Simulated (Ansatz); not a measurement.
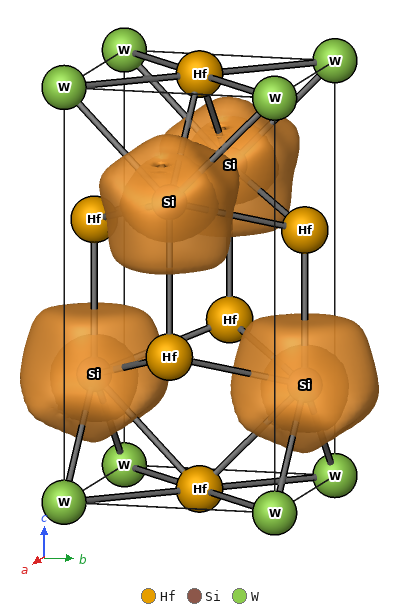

Hf$_{3}$Si$_{2}$W. Isosurface of the ELF at 0.65 (orange), seen slightly off an axis. Only the valence region is drawn (cores and ρ < 0.01 e/Å³ removed). Sticks mark near contacts.

Space group P-4m2; a structure generated by program, which may or may not match a known phase.

Method: DFT PBE, scalar-relativistic, plane waves, PAW in Ansatz 0.2.0.

Core electrons are frozen (PAW), and the valence fields are smoothed inside the atomic spheres.

Describe the localisation domains.

At this value the surface marks out two regions wrapped around Si (the valence shell of each), counted in one cell of 6 atoms. Any copies at cell faces, edges or corners count once. Along the contacts the grid gives the following. Hf–W (2.71 Å): the ELF is about 0.35 at the midpoint. Hf–Si (2.73 Å): the ELF peaks at about 0.65 in the valence shell of Si, 1.0 Å from its nucleus, and is about 0.25 at the midpoint.
